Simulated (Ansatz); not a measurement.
```xyz
8

C    -1.0299   -0.8691    1.6717
C     0.8947    0.8983    0.2525
Ge    0.1409   -1.0139    0.2615
H    -1.6481   -1.7162    2.0021
H    -1.1849    0.0495    2.2619
H     0.4433    1.5159    1.0489
H     1.9899    0.8899    0.3971
H     0.7064    1.3905   -0.7185
```

Geometry: PBE0-D3(BJ)/def2-SVPD.

The calculation used Ansatz, isolated molecule in a Gaussian basis; Kohn-Sham density functional theory, functional PBE0.

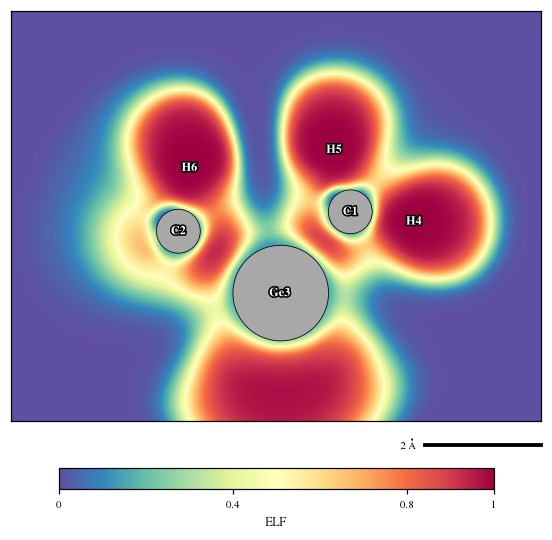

C$_{2}$H$_{5}$Ge (SMILES [CH2]=[Ge-][CH3]) (charge −1). ELF on the plane of atoms Ge3, C2 and H6. Grey discs cover the atomic cores.

### Describe what can be read from this map.

The section cuts through C, Ge and H sites. C–Ge (1.84 Å): the ELF peaks at about 0.90 in the valence shell of C, 0.7 Å from its nucleus, and is about 0.55 at the midpoint. C–H (1.10 Å): the ELF climbs to about 1 towards the hydrogen, as it does in any bond to H (a covalent bond by its length). C–Ge (2.06 Å): the ELF peaks at about 0.95 in the valence shell of C, 0.7 Å from its nucleus, and is about 0.70 at the midpoint.
